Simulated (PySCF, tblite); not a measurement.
# C₃H₇F₃N+: a rotation path, then NMR shifts on frames, part 2 of 2

tblite 0.8.0 and PySCF 2.14.0. Atoms count from 0. Earlier steps stand in the parts before.

## (5) Shielding tensors: image 4, PBE0/pcSseg-1

The job: settings as JSON, then the geometry in Å.

```
{"job": {"kind": "nmr", "xc": "PBE0", "basis": "pcSseg-1", "pop": false}, "charge": 1, "multiplicity": 1}
C     -1.258800    -0.345400     0.693800
C      0.093800     0.243500     0.331800
N     -0.013200     1.141400    -0.867100
C      1.150900    -0.869200     0.021300
F      1.617900    -0.702300    -1.230600
F      2.182000    -0.777000     0.846200
F      0.645500    -2.085400     0.095300
H     -1.676300    -0.937700    -0.118000
H     -1.963800     0.432200     0.974400
H     -1.145100    -1.006000     1.551300
H      0.486900     0.838200     1.164500
H      0.906400     1.536900    -1.120700
H     -0.359700     0.614700    -1.684700
H     -0.667200     1.915600    -0.679600
```

With the program's defaults for keys left out, this is: GIAO PBE0/pcSseg-1 NMR shielding, non-relativistic, gas phase.

Standard output:

```text
coarse grid: 11920 points
cycle   1  E = -471.8311578230  dE =  1.295e+00  |g| = 9.114e-01  |ddm| = 3.054e+00
cycle   2  E = -471.6983326616  dE =  1.328e-01  |g| = 1.351e+00  |ddm| = 1.312e+00
cycle   3  E = -471.9814656109  dE = -2.831e-01  |g| = 6.047e-02  |ddm| = 7.016e-01
cycle   4  E = -471.9819405964  dE = -4.750e-04  |g| = 3.633e-02  |ddm| = 7.592e-02
cycle   5  E = -471.9822063957  dE = -2.658e-04  |g| = 6.497e-03  |ddm| = 2.707e-02
cycle   6  E = -471.9822138981  dE = -7.502e-06  |g| = 1.839e-03  |ddm| = 4.668e-03
final grid: 117032 points
cycle   7  E = -472.0376176834  dE = -5.362e-05  |g| = 7.376e-03  |ddm| = 2.614e-02
cycle   8  E = -472.0376128453  dE =  4.838e-06  |g| = 9.234e-03  |ddm| = 1.078e-02
cycle   9  E = -472.0376297258  dE = -1.688e-05  |g| = 9.708e-04  |ddm| = 5.738e-03
cycle  10  E = -472.0376298582  dE = -1.323e-07  |g| = 2.245e-04  |ddm| = 6.900e-04
cycle  11  E = -472.0376298657  dE = -7.533e-09  |g| = 6.625e-05  |ddm| = 1.524e-04
cycle  12  E = -472.0376298665  dE = -7.968e-10  |g| = 1.617e-05  |ddm| = 5.294e-05
converged SCF energy = -472.0376298665

GIAO shielding tensors (ppm)
atom      isotropic    diamagn.    paramagn.     s11        s22        s33       span
  0 C      170.802     246.941     -76.139    159.337    167.906    185.163     25.826
  1 C      123.255     252.707    -129.453    105.052    121.417    143.296     38.244
  2 N      199.347     319.238    -119.892    184.560    199.453    214.027     29.467
  3 C       57.460     241.235    -183.775     48.349     56.687     67.343     18.994
  4 F      258.145     473.847    -215.702    181.823    261.454    331.158    149.335
  5 F      235.807     470.624    -234.817    180.871    206.469    320.080    139.209
  6 F      253.773     471.530    -217.757    188.907    255.872    316.540    127.633
  7 H       29.813      29.310       0.503     25.883     27.855     35.700      9.817
  8 H       29.889      28.569       1.321     25.095     27.124     37.449     12.354
  9 H       29.081      28.027       1.054     24.102     26.989     36.152     12.050
 10 H       27.229      30.782      -3.553     24.886     25.678     31.123      6.237
 11 H       25.883      27.880      -1.997     19.151     22.959     35.539     16.388
 12 H       26.486      29.244      -2.758     21.305     23.520     34.634     13.329
 13 H       26.706      27.845      -1.139     20.210     22.604     37.304     17.093
```

Run time: 13 s. Hardware: 1 thread of Arm Neoverse V1, shared host; peak memory 0.74 GiB.

In short: δ C3 129.5, C1 63.7, C0 16.1, N2 68.4, H11 5.83, H12 5.23 ppm.

## (6) Shielding tensors: image 6, PBE0/pcSseg-1

The job: settings as JSON, then the geometry in Å.

```
{"job": {"kind": "nmr", "xc": "PBE0", "basis": "pcSseg-1", "pop": false}, "charge": 1, "multiplicity": 1}
C     -1.209400    -0.319300     0.779100
C      0.109900     0.267600     0.308500
N     -0.073500     1.085300    -0.936700
C      1.153200    -0.850200     0.013800
F      1.993500    -0.425600    -0.947500
F      1.860600    -1.127000     1.091200
F      0.581600    -1.960000    -0.432300
H     -1.660100    -0.959700     0.023100
H     -1.911000     0.462800     1.055400
H     -1.035200    -0.930700     1.662600
H      0.546500     0.913300     1.079100
H      0.829200     1.472000    -1.259500
H     -0.460500     0.507200    -1.698700
H     -0.725500     1.863900    -0.760300
```

Method: GIAO PBE0/pcSseg-1 NMR shielding, non-relativistic, gas phase.

Standard output:

```text
coarse grid: 11920 points
cycle   1  E = -471.8358115698  dE =  1.298e+00  |g| = 9.070e-01  |ddm| = 3.049e+00
cycle   2  E = -471.7060329270  dE =  1.298e-01  |g| = 1.341e+00  |ddm| = 1.309e+00
cycle   3  E = -471.9844685047  dE = -2.784e-01  |g| = 6.143e-02  |ddm| = 7.007e-01
cycle   4  E = -471.9849618024  dE = -4.933e-04  |g| = 3.615e-02  |ddm| = 7.536e-02
cycle   5  E = -471.9852234263  dE = -2.616e-04  |g| = 6.480e-03  |ddm| = 2.678e-02
cycle   6  E = -471.9852308883  dE = -7.462e-06  |g| = 1.812e-03  |ddm| = 4.702e-03
final grid: 117032 points
cycle   7  E = -472.0409258468  dE = -5.235e-05  |g| = 7.465e-03  |ddm| = 2.335e-02
cycle   8  E = -472.0409206669  dE =  5.180e-06  |g| = 9.426e-03  |ddm| = 1.096e-02
cycle   9  E = -472.0409381291  dE = -1.746e-05  |g| = 9.586e-04  |ddm| = 5.871e-03
cycle  10  E = -472.0409382601  dE = -1.310e-07  |g| = 2.289e-04  |ddm| = 6.982e-04
cycle  11  E = -472.0409382680  dE = -7.956e-09  |g| = 6.386e-05  |ddm| = 1.565e-04
cycle  12  E = -472.0409382688  dE = -7.409e-10  |g| = 1.658e-05  |ddm| = 5.120e-05
converged SCF energy = -472.0409382688

GIAO shielding tensors (ppm)
atom      isotropic    diamagn.    paramagn.     s11        s22        s33       span
  0 C      171.944     247.183     -75.238    162.339    165.805    187.688     25.349
  1 C      125.416     252.359    -126.943    105.931    125.358    144.961     39.030
  2 N      200.787     319.450    -118.664    184.422    199.600    218.338     33.917
  3 C       57.367     242.261    -184.894     49.246     58.341     64.515     15.269
  4 F      259.714     473.614    -213.900    176.153    267.089    335.901    159.749
  5 F      252.091     470.255    -218.165    181.733    244.840    329.699    147.966
  6 F      263.373     472.787    -209.415    190.703    273.187    326.228    135.525
  7 H       29.749      29.316       0.433     25.488     28.266     35.492     10.005
  8 H       29.870      28.585       1.285     25.116     27.041     37.453     12.336
  9 H       29.187      27.903       1.284     24.225     26.923     36.414     12.189
 10 H       27.392      30.750      -3.358     24.794     25.935     31.447      6.653
 11 H       25.618      27.883      -2.265     18.376     23.308     35.170     16.794
 12 H       26.673      29.243      -2.570     21.396     23.592     35.030     13.634
 13 H       26.692      27.865      -1.173     20.230     22.597     37.249     17.018
```

It took 13 s on 1 thread of Arm Neoverse V1, shared host; peak memory 0.74 GiB.

Key values: δ C3 129.6, C1 61.5, C0 15.0, N2 66.9, H11 6.10, H12 5.04 ppm.

## (7) NMR shieldings: image 8, PBE0/pcSseg-1

The job: settings as JSON, then the geometry in Å.

```
{"job": {"kind": "nmr", "xc": "PBE0", "basis": "pcSseg-1", "pop": false}, "charge": 1, "multiplicity": 1}
C     -1.158500    -0.284500     0.860900
C      0.130100     0.297300     0.309200
N     -0.124000     1.012900    -0.984500
C      1.158500    -0.818900     0.003000
F      2.257700    -0.273000    -0.534700
F      1.491100    -1.496200     1.078000
F      0.655900    -1.654800    -0.911900
H     -1.609000    -0.984600     0.160100
H     -1.871400     0.501600     1.094400
H     -0.951800    -0.826700     1.781500
H      0.594000     0.992300     1.018400
H      0.751300     1.385800    -1.387900
H     -0.540900     0.357400    -1.667300
H     -0.783700     1.790800    -0.841200
```

Method: GIAO PBE0/pcSseg-1 NMR shielding, non-relativistic, gas phase.

Standard output:

```text
coarse grid: 11920 points
cycle   1  E = -471.8394731107  dE =  1.302e+00  |g| = 9.044e-01  |ddm| = 3.043e+00
cycle   2  E = -471.7123978765  dE =  1.271e-01  |g| = 1.333e+00  |ddm| = 1.299e+00
cycle   3  E = -471.9870802253  dE = -2.747e-01  |g| = 6.222e-02  |ddm| = 6.984e-01
cycle   4  E = -471.9875904668  dE = -5.102e-04  |g| = 3.596e-02  |ddm| = 7.509e-02
cycle   5  E = -471.9878486037  dE = -2.581e-04  |g| = 6.450e-03  |ddm| = 2.674e-02
cycle   6  E = -471.9878560694  dE = -7.466e-06  |g| = 1.782e-03  |ddm| = 4.747e-03
final grid: 117032 points
cycle   7  E = -472.0439257405  dE = -5.642e-05  |g| = 7.719e-03  |ddm| = 2.605e-02
cycle   8  E = -472.0439203958  dE =  5.345e-06  |g| = 9.683e-03  |ddm| = 1.146e-02
cycle   9  E = -472.0439389527  dE = -1.856e-05  |g| = 9.962e-04  |ddm| = 6.083e-03
cycle  10  E = -472.0439390933  dE = -1.405e-07  |g| = 2.428e-04  |ddm| = 7.514e-04
cycle  11  E = -472.0439391023  dE = -9.009e-09  |g| = 6.374e-05  |ddm| = 1.614e-04
cycle  12  E = -472.0439391030  dE = -7.417e-10  |g| = 1.696e-05  |ddm| = 5.071e-05
converged SCF energy = -472.0439391030

GIAO shielding tensors (ppm)
atom      isotropic    diamagn.    paramagn.     s11        s22        s33       span
  0 C      172.469     247.405     -74.936    160.034    166.649    190.723     30.689
  1 C      126.462     252.135    -125.673    108.337    128.342    142.708     34.371
  2 N      202.341     319.741    -117.400    188.666    194.923    223.433     34.766
  3 C       56.796     243.192    -186.396     49.373     59.221     61.793     12.420
  4 F      261.204     472.907    -211.703    173.405    265.490    344.718    171.313
  5 F      264.597     470.464    -205.867    193.294    273.341    327.157    133.863
  6 F      273.577     474.115    -200.537    192.895    285.598    342.238    149.343
  7 H       29.868      29.316       0.552     25.488     28.511     35.606     10.118
  8 H       29.905      28.644       1.261     25.198     27.071     37.445     12.248
  9 H       29.063      27.946       1.118     23.725     27.134     36.331     12.606
 10 H       27.471      30.546      -3.075     24.980     25.656     31.778      6.798
 11 H       25.844      27.801      -1.957     18.599     23.231     35.703     17.105
 12 H       26.397      29.209      -2.812     20.747     24.014     34.431     13.684
 13 H       26.646      27.942      -1.296     20.257     22.439     37.243     16.986
```

It took 13 s on 1 thread of Arm Neoverse V1, shared host; peak memory 0.75 GiB.

In short: δ C3 130.1, C1 60.5, C0 14.5, N2 65.4, H11 5.87, H12 5.32 ppm.

## (8) Run by run: NMR shifts

Shifts (ppm) of some atoms, chosen among heavy atoms and hydrogens apart, with basis size and wall time:

| frame | C1 | H11 | H12 | N2 | F5 | F6 | F4 | functions | time |
| --- | --- | --- | --- | --- | --- | --- | --- | --- | --- |
| image 0 | 60.5 | 5.87 | 5.33 | 65.4 | -90.2 | -93.5 | -102.7 | 154 | 18 s |
| image 2 | 62.7 | 5.61 | 5.52 | 66.3 | -75.3 | -86.8 | -96.1 | 154 | 13 s |
| image 4 | 63.7 | 5.83 | 5.23 | 68.4 | -64.9 | -82.8 | -87.2 | 154 | 13 s |
| image 6 | 61.5 | 6.10 | 5.04 | 66.9 | -81.1 | -92.4 | -88.8 | 154 | 13 s |
| image 8 | 60.5 | 5.87 | 5.32 | 65.4 | -93.7 | -102.6 | -90.3 | 154 | 13 s |

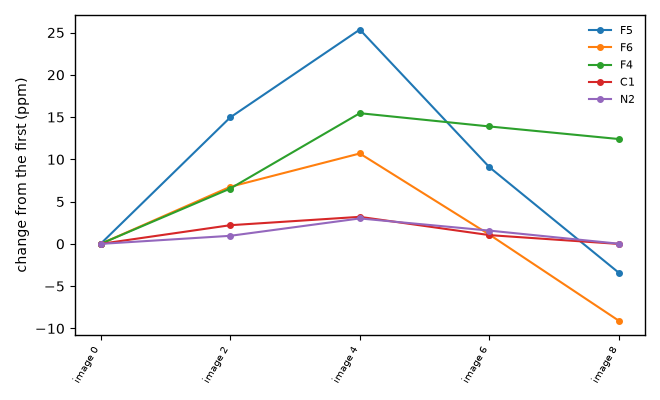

How five of the tabulated atoms move from run to run.

## (9) What came out

This closing draws on all 2 parts.

```
                                         quantity                                         value
                                          barrier            0.109 eV (2.5 kcal/mol) at image 4
                            end to end (GFN2-xTB)                                      0.000 eV
  13C shifts against TMS (PBE0/pcSseg-1, image 0)                         130.1, 60.5, 14.5 ppm
   1H shifts against TMS (PBE0/pcSseg-1, image 0)  5.87, 5.33, 5.06, 4.25, 2.66, 1.87, 1.80 ppm
  15N shifts against NH3 (PBE0/pcSseg-1, image 0)                                      65.4 ppm
19F shifts against CFCl3 (PBE0/pcSseg-1, image 0)                      -90.2, -93.5, -102.7 ppm
                         range of the shift of F5                            -93.7 to -64.9 ppm
```

What this shows: Along the band the dihedral turns by 122°, and the top (dihedral 2°) lies 2.5 kcal/mol above the start (GFN2-xTB, rough), so at room temperature this motion is fast. The top was not checked by a frequency run. Shifts at one fixed geometry are not the observed spectrum, which averages over the motion. In the first frame run (image 0): Shielding is most anisotropic at F5 (span 171 ppm, paramagnetic term -212 ppm). By nearest atom (PBE0/pcSseg-1), the HOMO sits on H8 17 %; C1 17 % and the LUMO on H13 32 %; H11, H12 about 20 % each. Across the 5 runs the shift of F5 moves most, between -93.7 (image 8) and -64.9 ppm (image 4).
